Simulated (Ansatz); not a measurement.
# Rhodium, dhcp under PBEsol: from relaxation to bulk modulus

The plan for rhodium in the dhcp structure: relax it, solve it on a dense k-mesh, then scale the cell to 7 volumes from 88 to 112 % of the relaxed one and try a fit of the equation of state. Spin polarisation is left out. The k-meshes are 13×13×4 for the relaxation; 18×18×5 for the dense run; 15×15×4 for the volumes.

Computed with Ansatz 0.2.0 (DFT PBEsol, plane waves (420 eV) with PAW, scalar-relativistic; the PAW data stem from PBE, with regenerated cores, unless a step says otherwise).

## 1. The starting structure

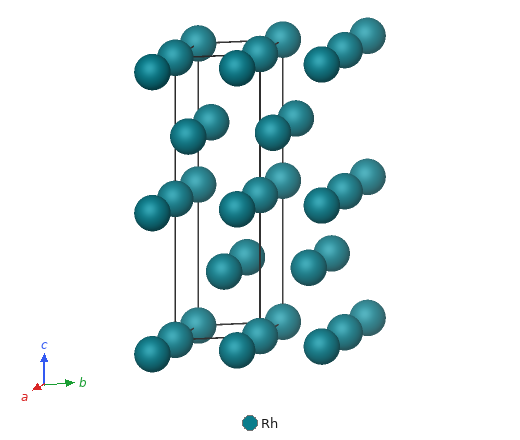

The structure, seen slightly off an axis (rhodium blue). 2×2×1 cells are drawn. Any atoms on the faces are drawn again on the opposite ones.

Coordinates:

```
Rh
1.0
     2.68919    0.00000    0.00000
    -1.34460    2.32891    0.00000
     0.00000    0.00000    8.78291
Rh
4
Direct
  0.00000 0.00000 0.00000
  0.00000 0.00000 0.50000
  0.33333 0.66667 0.25000
  0.66667 0.33333 0.75000
```

## 2. Relaxation of the cell

File input.yaml:

```yaml
crystal:
  lattice:
    - [2.6891940459, 0.0, 0.0]
    - [-1.3445970229, 2.3289103594, 0.0]
    - [0.0, 0.0, 8.7829077538]
  atoms:
    - { symbol: Rh, position: [0.0, 0.0, 0.0] }
    - { symbol: Rh, position: [0.0, 0.0, 0.5] }
    - { symbol: Rh, position: [0.3333333333, 0.6666666667, 0.25] }
    - { symbol: Rh, position: [0.6666666667, 0.3333333333, 0.75] }
hamiltonian:
  xc: pbesol
  pseudopotentials:
    kind: paw
    azcp:
      Rh: "pseudopotentials/Rh.paw.azcp"
basis:
  ecutwfc: 420
  fft_grid_basis: typed
kpoints:
  mp_grid: { grid: [13, 13, 4], shift: [0, 0, 0] }
magnetization:
  spin_polarized: false
scf:
  occupations: { method: fermi_dirac, width: 0.1 }
relax:
  max_steps: 60
  f_tol: 0.01
  cell: {}
output:
  write_density: true
  write_potential: true
  elf: true
  volumetric_format: npy
```

Output:

```text
Warning: <dir> the record states the generating functional pbe (its physics header spells it `PBE`), which answers neither for hamiltonian.xc's functional nor for the pbesol family's — results may be inconsistent (PPs are generated against a specific XC)
Warning: RAYON_NUM_THREADS=2 ignored (pool sized by the plan → 2); use --threads N
Engine: ansatz 0.2.0, x86_64-unknown-linux-gnu
Pseudopotentials: kind: paw
Pseudopotential: Rh, paw, valence charge 17, recommended cutoff 420 eV (normal), <dir>
Functional definition: PBEsol
  exchange = pbesol_x
  correlation = pbesol_c
Crystal: 4 atoms, lattice volume = 55.006 Å³
Basis set: ecut = 420 eV, 1091 PW (Γ), exchange–correlation on 36×36×120 points (8 copies of the dense FFT grid, shifted against one another)
Bands: 41, of which v1, the nominal top of the filled ones, is band 34 counted from 1 (33 counted from 0)
Symmetry: 24 space group operations
Space group: P63/mmc (ITA 194), of the structure as read, at distance tolerance 3.8e-5 Å
k-points: 63 of 676
Non-local potential: Rh, projectors of the file, l = 0: 3, l = 1: 2, l = 2: 2, l = 3: 1
PAW form: soft (Blöchl's): semilocal exchange-correlation on the pseudo side does not see the compensation charge
PAW frozen core: Rh, regenerated for the run's functional, and the local potential with it (the file was generated under x = pbe(κ = 0.804, μ = 0.2195149727645171), c = pbe(β = 0.06672455060314922))
PAW one-centre angular grid: Rh, 590 points (default); XC on 64 Gauss nodes
Initial density: superposition of atomic densities (neutral atoms: chi_scale 0, normalization atom), corrected by the library's trained network
Initial wavefunctions: pseudopotential atomic-orbital guess
Functional: x = pbesol(κ = 0.804, μ = 0.12345679012345678), c = pbesol(β = 0.046)
SCF iter   1: F=—  HF=-25354.998255 eV  |F-HF|=—  |Δ(HF+E_count)|=         —  Δρ=1.13e-2  dr2=4.99e-2  ethr=1.77e-3  ⟨swp⟩=5.9  Hψ=8851  notcnv=0  defer=5
preconditioner: auto → Kerker (q_TF=auto, 2.826 Å⁻¹)  [metal: Δε(μ)=0.007 eV  Ē_g=6.528 eV  σ=0.100 eV  W_gap=0.02  n_scr=24 (ndim 8)  ℏωp=30.0 eV  f_vac=0.000  D(μ)=5.76/eV (n_scr^D=66)]
SCF iter   2: F=—  HF=-25354.989588 eV  |F-HF|=—  |Δ(HF+E_count)|=   8.67e-3  Δρ=5.25e-3  dr2=9.92e-3  ethr=7.34e-5  ⟨swp⟩=2.3  Hψ=4215  notcnv=0  defer=8
SCF iter   3: F=—  HF=-25354.986134 eV  |F-HF|=—  |Δ(HF+E_count)|=   3.45e-3  Δρ=9.10e-4  dr2=1.40e-4  ethr=1.46e-5  ⟨swp⟩=2.0  Hψ=3658  notcnv=0  defer=8
SCF iter   4: F=—  HF=-25354.986141 eV  |F-HF|=—  |Δ(HF+E_count)|=   6.52e-6  Δρ=1.27e-4  dr2=4.77e-6  ethr=2.06e-7  ⟨swp⟩=2.3  Hψ=4363  notcnv=0  defer=8
SCF iter   5: F=—  HF=-25354.986112 eV  |F-HF|=—  |Δ(HF+E_count)|=   2.88e-5  Δρ=2.81e-5  dr2=1.77e-7  ethr=7.02e-9  ⟨swp⟩=2.9  Hψ=4121  notcnv=0  defer=8
SCF iter   6: F=-25354.986112 eV  HF=-25354.986112 eV  |F-HF|=3.58e-9  |Δ(HF+E_count)|=   1.33e-8  Δρ=5.15e-6  dr2=1.30e-8  ethr=1.47e-10  ⟨swp⟩=7.1  Hψ=15202  notcnv=0
SCF 1 converged in 6 iterations: F = -25354.986112 eV  dr2 = 1.30e-8
relax step   1: F+E_penalty+E_count = -25354.98611194 eV  Δ(F+E_penalty+E_count) = +0.000e0 eV  max|allowed force component| = 2.313e-17 eV/Å  Δτ_max = 0.0000 Å  P = -4.274 GPa  Ω = 55.006 Å³  (6 SCF iters, dr2 threshold 1.00e-7 eV, accepted)
Crystal: 4 atoms, lattice volume = 53.393 Å³
Basis set: ecut = 420 eV, 1079 PW (Γ), exchange–correlation on 36×36×120 points (8 copies of the dense FFT grid, shifted against one another)
Initial density: handed on by an earlier stage of this run
Initial wavefunctions: those handed on with the density
iter 1 solved again at ethr=7.44e-6 eV; its pass at ethr=3.10e-3 eV (dr2=5.06e-3 eV) is discarded
SCF iter   1: F=—  HF=-25354.988707 eV  |F-HF|=—  |Δ(HF+E_count)|=         —  Δρ=2.97e-3  dr2=4.06e-3  ethr=7.44e-6  ⟨swp⟩=1.1  Hψ=10881  notcnv=0
preconditioner: auto → Kerker (q_TF=auto, 2.841 Å⁻¹)  [metal: Δε(μ)=0.013 eV  Ē_g=6.766 eV  σ=0.100 eV  W_gap=0.03  n_scr=24 (ndim 8)  ℏωp=30.5 eV  f_vac=0.000  D(μ)=5.51/eV (n_scr^D=64)]
SCF iter   2: F=—  HF=-25354.987935 eV  |F-HF|=—  |Δ(HF+E_count)|=   7.72e-4  Δρ=1.58e-3  dr2=1.03e-3  ethr=5.97e-6  ⟨swp⟩=1.3  Hψ=2953  notcnv=0
SCF iter   3: F=—  HF=-25354.987740 eV  |F-HF|=—  |Δ(HF+E_count)|=   1.95e-4  Δρ=3.02e-4  dr2=1.97e-5  ethr=1.52e-6  ⟨swp⟩=2.0  Hψ=3600  notcnv=0
SCF iter   4: F=—  HF=-25354.987734 eV  |F-HF|=—  |Δ(HF+E_count)|=   5.19e-6  Δρ=3.66e-5  dr2=5.73e-7  ethr=2.89e-8  ⟨swp⟩=2.1  Hψ=4071  notcnv=0
iter 5 did not close the SCF: its close was put off for the readings that it lacked (scf_convergence_deferred on its scf_iter line)
SCF iter   5: F=-25354.987734 eV  HF=-25354.987734 eV  |F-HF|=7.10e-9  |Δ(HF+E_count)|=   7.22e-8  Δρ=1.02e-5  dr2=4.00e-8  ethr=8.42e-10  ⟨swp⟩=2.6  Hψ=4585  notcnv=0
SCF iter   6: F=-25354.987734 eV  HF=-25354.987734 eV  |F-HF|=5.68e-10  |Δ(HF+E_count)|=   2.31e-9  Δρ=2.31e-6  dr2=1.88e-9  ethr=5.89e-11  ⟨swp⟩=5.2  Hψ=14593  notcnv=0
SCF 2 converged in 6 iterations: F = -25354.987734 eV  dr2 = 1.88e-9
relax step   2: F+E_penalty+E_count = -25354.98773449 eV  Δ(F+E_penalty+E_count) = -1.623e-3 eV  max|allowed force component| = 4.163e-17 eV/Å  Δτ_max = 0.0000 Å  P = +4.410 GPa  Ω = 53.393 Å³  energy of the carried Pulay correction = +9.349e-4 eV  (6 SCF iters, dr2 threshold 4.00e-7 eV, accepted)
Crystal: 4 atoms, lattice volume = 54.200 Å³
iter 1 solved again at ethr=1.36e-6 eV; its pass at ethr=3.10e-3 eV (dr2=9.23e-4 eV) is discarded
SCF iter   1: F=—  HF=-25354.998144 eV  |F-HF|=—  |Δ(HF+E_count)|=         —  Δρ=1.48e-3  dr2=1.04e-3  ethr=1.36e-6  ⟨swp⟩=1.3  Hψ=10912  notcnv=0
preconditioner: auto → Kerker (q_TF=auto, 2.833 Å⁻¹)  [metal: Δε(μ)=0.010 eV  Ē_g=6.639 eV  σ=0.100 eV  W_gap=0.03  n_scr=24 (ndim 8)  ℏωp=30.3 eV  f_vac=0.000  D(μ)=5.69/eV (n_scr^D=66)]
SCF iter   2: F=—  HF=-25354.997954 eV  |F-HF|=—  |Δ(HF+E_count)|=   1.90e-4  Δρ=7.90e-4  dr2=2.61e-4  ethr=1.36e-6  ⟨swp⟩=2.0  Hψ=3694  notcnv=0
SCF iter   3: F=—  HF=-25354.997884 eV  |F-HF|=—  |Δ(HF+E_count)|=   6.97e-5  Δρ=1.49e-4  dr2=5.13e-6  ethr=3.84e-7  ⟨swp⟩=2.0  Hψ=3557  notcnv=0
iter 4 did not close the SCF: its close was put off for the readings that it lacked (scf_convergence_deferred on its scf_iter line)
SCF iter   4: F=-25354.997884 eV  HF=-25354.997884 eV  |F-HF|=6.93e-9  |Δ(HF+E_count)|=   8.82e-8  Δρ=1.63e-5  dr2=1.03e-7  ethr=7.54e-9  ⟨swp⟩=1.6  Hψ=3376  notcnv=0
iter 5 did not close the SCF: its close was put off for the readings that it lacked (scf_convergence_deferred on its scf_iter line)
SCF iter   5: F=-25354.997884 eV  HF=-25354.997884 eV  |F-HF|=3.81e-9  |Δ(HF+E_count)|=   3.23e-8  Δρ=5.49e-6  dr2=1.18e-8  ethr=1.51e-10  ⟨swp⟩=2.2  Hψ=3960  notcnv=0
SCF iter   6: F=-25354.997884 eV  HF=-25354.997884 eV  |F-HF|=3.97e-10  |Δ(HF+E_count)|=   1.16e-9  Δρ=1.55e-6  dr2=8.66e-10  ethr=1.74e-11  ⟨swp⟩=5.2  Hψ=14032  notcnv=0
SCF 3 converged in 6 iterations: F = -25354.997884 eV  dr2 = 8.66e-10
relax step   3: F+E_penalty+E_count = -25354.99788415 eV  Δ(F+E_penalty+E_count) = -1.015e-2 eV  max|allowed force component| = 1.735e-17 eV/Å  Δτ_max = 0.0000 Å  P = -0.133 GPa  Ω = 54.200 Å³  energy of the carried Pulay correction = +4.636e-4 eV  (6 SCF iters, dr2 threshold 4.00e-7 eV, accepted)
Crystal: 4 atoms, lattice volume = 54.175 Å³
iter 1 solved again at ethr=1.51e-9 eV; its pass at ethr=3.10e-3 eV (dr2=1.03e-6 eV) is discarded
SCF iter   1: F=—  HF=-25354.997927 eV  |F-HF|=—  |Δ(HF+E_count)|=         —  Δρ=4.88e-5  dr2=1.05e-6  ethr=1.51e-9  ⟨swp⟩=2.0  Hψ=10582  notcnv=0
preconditioner: auto → Kerker (q_TF=auto, 2.834 Å⁻¹)  [metal: Δε(μ)=0.011 eV  Ē_g=6.644 eV  σ=0.100 eV  W_gap=0.03  n_scr=24 (ndim 8)  ℏωp=30.3 eV  f_vac=0.000  D(μ)=5.67/eV (n_scr^D=66)]
SCF iter   2: F=—  HF=-25354.997909 eV  |F-HF|=—  |Δ(HF+E_count)|=   1.79e-5  Δρ=2.51e-5  dr2=2.52e-7  ethr=1.51e-9  ⟨swp⟩=2.0  Hψ=3651  notcnv=0
iter 3 did not close the SCF: its close was put off for the readings that it lacked (scf_convergence_deferred on its scf_iter line)
SCF iter   3: F=-25354.997909 eV  HF=-25354.997909 eV  |F-HF|=2.22e-10  |Δ(HF+E_count)|=   4.66e-8  Δρ=4.98e-6  dr2=5.75e-9  ethr=3.71e-10  ⟨swp⟩=2.0  Hψ=3562  notcnv=0
iter 4 did not close the SCF: its close was put off for the readings that it lacked (scf_convergence_deferred on its scf_iter line)
SCF iter   4: F=-25354.997909 eV  HF=-25354.997909 eV  |F-HF|=1.82e-11  |Δ(HF+E_count)|=  1.09e-11  Δρ=4.86e-7  dr2=7.64e-11  ethr=8.46e-12  ⟨swp⟩=2.0  Hψ=4260  notcnv=0
iter 5 did not close the SCF: its close was put off for the readings that it lacked (scf_convergence_deferred on its scf_iter line)
SCF iter   5: F=-25354.997909 eV  HF=-25354.997909 eV  |F-HF|=0.00e0  |Δ(HF+E_count)|=  2.91e-11  Δρ=1.69e-7  dr2=1.15e-11  ethr=1.00e-12  ⟨swp⟩=1.0  Hψ=2583  notcnv=0
iter 6 did not close the SCF: its close was put off for the readings that it lacked (scf_convergence_deferred on its scf_iter line)
SCF iter   6: F=-25354.997909 eV  HF=-25354.997909 eV  |F-HF|=0.00e0  |Δ(HF+E_count)|=  3.64e-12  Δρ=3.94e-8  dr2=5.81e-13  ethr=1.00e-12  ⟨swp⟩=1.0  Hψ=2583  notcnv=0
SCF iter   7: F=-25354.997909 eV  HF=-25354.997909 eV  |F-HF|=0.00e0  |Δ(HF+E_count)|=  3.64e-12  Δρ=7.36e-9  dr2=2.68e-14  ethr=1.00e-12  ⟨swp⟩=3.1  Hψ=8796  notcnv=0
SCF 4 converged in 7 iterations: F = -25354.997909 eV  dr2 = 2.68e-14
relax step   4: F+E_penalty+E_count = -25354.99790919 eV  Δ(F+E_penalty+E_count) = -2.504e-5 eV  max|allowed force component| = 4.626e-17 eV/Å  Δτ_max = 0.0000 Å  P = -0.000 GPa  Ω = 54.175 Å³  energy of the carried Pulay correction = +4.779e-4 eV  (7 SCF iters, accepted)
Initial wavefunctions: pseudopotential atomic-orbital guess (no wavefunctions were taken with the density)
iter 1 solved again at ethr=4.79e-8 eV; its pass at ethr=3.10e-3 eV (dr2=3.26e-5 eV) is discarded
SCF iter   1: F=—  HF=-25354.997449 eV  |F-HF|=—  |Δ(HF+E_count)|=         —  Δρ=3.06e-5  dr2=6.88e-8  ethr=4.79e-8  ⟨swp⟩=3.2  Hψ=15013  notcnv=0
SCF iter   2: F=—  HF=-25354.997428 eV  |F-HF|=—  |Δ(HF+E_count)|=   2.09e-5  Δρ=1.58e-5  dr2=1.72e-8  ethr=1.01e-10  ⟨swp⟩=2.3  Hψ=4838  notcnv=0
SCF iter   3: F=—  HF=-25354.997428 eV  |F-HF|=—  |Δ(HF+E_count)|=   1.28e-8  Δρ=1.31e-6  dr2=2.60e-10  ethr=2.53e-11  ⟨swp⟩=2.0  Hψ=4734  notcnv=0
iter 4 did not close the SCF: its close was put off for the readings that it lacked (scf_convergence_deferred on its scf_iter line)
SCF iter   4: F=-25354.997428 eV  HF=-25354.997428 eV  |F-HF|=7.28e-12  |Δ(HF+E_count)|=  1.27e-10  Δρ=3.43e-7  dr2=1.12e-11  ethr=1.00e-12  ⟨swp⟩=1.0  Hψ=2584  notcnv=0
iter 5 did not close the SCF: its close was put off for the readings that it lacked (scf_convergence_deferred on its scf_iter line)
SCF iter   5: F=-25354.997428 eV  HF=-25354.997428 eV  |F-HF|=0.00e0  |Δ(HF+E_count)|=  7.28e-12  Δρ=3.85e-8  dr2=4.33e-13  ethr=1.00e-12  ⟨swp⟩=1.0  Hψ=2583  notcnv=0
iter 6 did not close the SCF: its close was put off for the readings that it lacked (scf_convergence_deferred on its scf_iter line)
SCF iter   6: F=-25354.997428 eV  HF=-25354.997428 eV  |F-HF|=3.64e-12  |Δ(HF+E_count)|=  3.64e-12  Δρ=1.06e-8  dr2=5.53e-14  ethr=1.00e-12  ⟨swp⟩=1.0  Hψ=2583  notcnv=0
iter 7 did not close the SCF: its close was put off for the readings that it lacked (scf_convergence_deferred on its scf_iter line)
SCF iter   7: F=-25354.997428 eV  HF=-25354.997428 eV  |F-HF|=3.64e-12  |Δ(HF+E_count)|=  3.64e-12  Δρ=2.96e-9  dr2=1.77e-15  ethr=1.00e-12  ⟨swp⟩=1.0  Hψ=2583  notcnv=0
SCF iter   8: F=-25354.997428 eV  HF=-25354.997428 eV  |F-HF|=3.64e-12  |Δ(HF+E_count)|=  3.64e-12  Δρ=7.40e-10  dr2=1.95e-16  ethr=1.00e-12  ⟨swp⟩=2.0  Hψ=6499  notcnv=0
SCF 5 converged in 8 iterations: F = -25354.997428 eV  dr2 = 1.95e-16
relax step   5: F+E_penalty+E_count = -25354.99742835 eV  Δ(F+E_penalty+E_count) = +4.808e-4 eV  max|allowed force component| = 2.776e-17 eV/Å  Δτ_max = 0.0000 Å  P = +0.002 GPa  Ω = 54.175 Å³  stress off target by 7.32e-3 GPa  SCF on the basis re-selected at this cell (its energy is not comparable with the rows above)  (8 SCF iters)
basis re-selected at this cell: Δ(F+E_penalty+E_count) = +4.808e-4 eV, ΔP = +0.002 GPa vs the last step (what re-selecting the basis moved, of the pressure what is left beyond the Pulay correction that the steps carried, after the strain that the cell walked since its last selection, with what the two solves' SCF thresholds leave and, on support functions, any second-order correction that the steps lacked; it is no measure of the basis error at this ecutwfc). This SCF's stress stands 7.32e-3 GPa from its target on what of the cell is left free (relax.cell.stress_tol is 5.00e-2 GPa) and its largest allowed force component is 2.78e-17 eV/Å (relax.f_tol is 1.00e-2 eV/Å): within both
SCF converged after 8 iterations
Free energy (F): -25354.997428 eV
Harris-Foulkes:  -25354.997428 eV  (|F-HF|=3.64e-12)
Internal energy: -25354.810220 eV  (E = F + TS)
E sigma→0 (E₀):  -25354.903824 eV
Entropy (-TS):   -0.187209 eV (-46.802 meV/atom)
Fermi energy:    22.706052 eV
--- Per-component energies (eV) ---
  E_band       = -323.888496
  E_kinetic    = 2294.737535
  E_local      = -6181.013243  (includes V_loc(G=0)·N_el)
  E_nonlocal   = 1425.368930
  E_hartree    = 2168.191075
  E_xc         = -883.210243
  E_vxc        = -1112.881063  (∫ρ·V_xc dr)
  E_paw        = -14095.293689  (= ΣΔE_a)
  E_vpaw       = -1086.485992  (= ΣTr[D̂ρ^β])
  E_aug_tail   = 0.003187  (compensation charges beyond the density's cutoff)
  E_ewald      = -10084.698570
  E_core_change = 1.104799  (= ΣΔE_core)
  E_smearing   = -0.187209  (= −TS)
  E_closure    = 0.000000  (closes the sum)
  Σ components = -25354.997428   (vs F -25354.997428, Δ=0.00e0)
--- Forces (eV/Å), atoms counted from 1 ---
  atom   1  Rh    -0.00000000    -0.00000000    -0.00000000
  atom   2  Rh    -0.00000000    -0.00000000     0.00000000
  atom   3  Rh     0.00000000    -0.00000000     0.00000000
  atom   4  Rh     0.00000000     0.00000000     0.00000000
  max |Σ_I F_I| component: 4.21e-30 eV/Å
--- Stress (GPa, compression-positive) ---
        0.006168      -0.000000       0.000000
       -0.000000       0.006168       0.000000
        0.000000       0.000000      -0.007324
  P = ⅓ Tr σ = 0.0017 GPa (0.017 kbar)
--- Band table (eV; the first three rows and the last of 63) ---
  k-point 0: bands = ["-56.1742", "-56.1209", "-56.1051", "-56.0512", "-24.4221", "-24.0403", "-24.0374", "-23.7508", "-23.7508", "-23.7073", "-23.7073", "-23.6846", "-23.6846", "-23.6419", "-23.6406", "-23.6406", "14.5110", "16.3231", "16.3441", "16.3808", "19.3711", "19.4067", "19.4387", "19.4387", "19.4859", "19.4859", "19.5107", "19.8769", "19.8769", "19.9921", "19.9921", "21.2200", "21.2200", "21.8262", "21.8262", "22.3502", "22.3502", "23.1488", "23.1488", "23.3168", "31.4011"]
  k-point 1: bands = ["-56.1696", "-56.1376", "-56.0883", "-56.0559", "-24.3934", "-24.1870", "-23.8886", "-23.7468", "-23.7468", "-23.7194", "-23.7194", "-23.6726", "-23.6723", "-23.6723", "-23.6446", "-23.6446", "14.6712", "15.7631", "16.4206", "16.5548", "19.1716", "19.4436", "19.4835", "19.4835", "19.5370", "19.5370", "19.8056", "19.8056", "19.9093", "19.9093", "20.2126", "21.3218", "21.3218", "21.7379", "21.7379", "22.4933", "22.4933", "22.7368", "23.0473", "23.0473", "32.1529"]
  k-point 2: bands = ["-56.1567", "-56.1567", "-56.0690", "-56.0690", "-24.3112", "-24.3112", "-23.7596", "-23.7596", "-23.7356", "-23.7356", "-23.7356", "-23.7356", "-23.6560", "-23.6560", "-23.6560", "-23.6560", "15.1240", "15.1240", "16.5130", "16.5130", "19.2841", "19.2841", "19.5840", "19.5840", "19.5840", "19.5840", "19.7565", "19.7565", "19.7565", "19.7565", "21.4798", "21.4798", "21.5383", "21.5383", "21.5383", "21.5383", "22.7875", "22.7875", "22.7875", "22.7875", "33.9142"]
  k-point 62: bands = ["-56.0322", "-56.0322", "-56.0145", "-56.0145", "-24.2489", "-24.2489", "-24.2196", "-24.2196", "-24.0971", "-24.0971", "-24.0551", "-24.0551", "-23.8659", "-23.8659", "-23.8224", "-23.8224", "17.3260", "17.3260", "17.9038", "17.9038", "18.2967", "18.2967", "18.4623", "18.4623", "19.4576", "19.4576", "19.5214", "19.5214", "20.8186", "20.8186", "21.6112", "21.6112", "22.7844", "22.7844", "23.2030", "23.2030", "28.5956", "28.5956", "30.2910", "30.2910", "31.0245"]
--- Relaxed structure (4 steps of the walk, 4 accepted, 1 SCFs on fresh bases) ---
  F+E_penalty+E_count = -25354.99742835 eV   max|allowed force component| = 2.776e-17 eV/Å   (the final SCF, on the basis selected at the relaxed cell)
  cell:  # Å, volume = 54.1755 Å³
    - [2.6766193536938427, -2.8732497192248727e-11, 0.0]
    - [-1.3383096768220384, 2.3180203565743196, 0.0]
    - [0.0, 0.0, 8.731699697488208]
  atoms:
    - { symbol: Rh, position: [3.4265524434228187e-34, -3.0863172099766136e-35, 5.96199631120876e-91] }
    - { symbol: Rh, position: [2.231045312557842e-34, -3.124004467818318e-35, 0.5] }
    - { symbol: Rh, position: [0.33333333333333337, 0.6666666666666669, 0.25] }
    - { symbol: Rh, position: [0.6666666666666669, 0.3333333333333334, 0.7500000000000001] }
```

Wall time 12 s (2 threads of INTEL XEON PLATINUM 8581C at 2.10GHz (Emerald Rapids), shared host); peak memory 0.48 GiB.

Step by step:

| step | energy change (meV/atom) | largest force (eV/Å) | pressure (GPa) | volume (Å³/atom) |
| --- | --- | --- | --- | --- |
| 1 | 0.00 | 0.0000 | -4.27 | 13.752 |
| 2 | -0.41 | 0.0000 | 4.41 | 13.348 |
| 3 | -2.94 | 0.0000 | -0.13 | 13.550 |
| 4 | -2.95 | 0.0000 | 0.00 | 13.544 |
| 5 | -2.83 | 0.0000 | 0.00 | 13.544 |

Steps that repeat a cell are solved on a basis chosen anew, so their changes of energy are no gain of the relaxation.

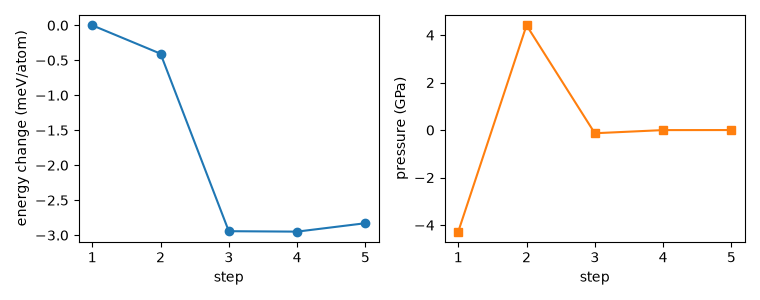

Energy and pressure over the accepted steps.

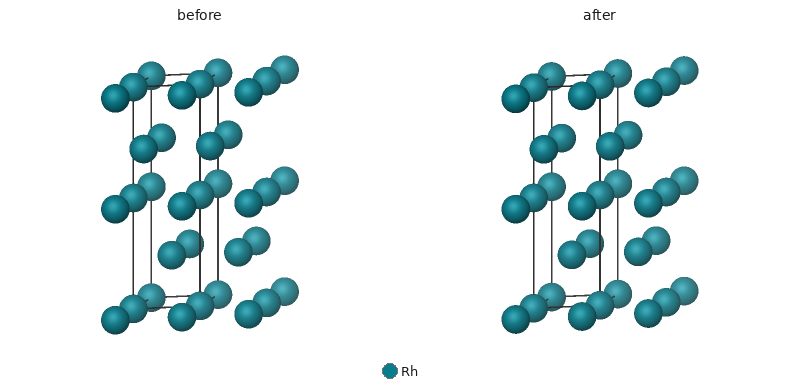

Start and end of the relaxation side by side. The cells drawn are those of the first picture.

The cell of the run, before and after:

|  | before | after | change |
| --- | --- | --- | --- |
| a (Å) | 2.689 | 2.677 | -0.5 % |
| b (Å) | 2.689 | 2.677 | -0.5 % |
| c (Å) | 8.783 | 8.732 | -0.6 % |
| volume (Å³/atom) | 13.752 | 13.544 | -1.5 % |
| shortest distance (Å) | 2.689 | 2.675 | -0.5 % |
| space group (spins left aside) | P6_3/mmc | P6_3/mmc | same |

(Part 1 of 2 ends here.)
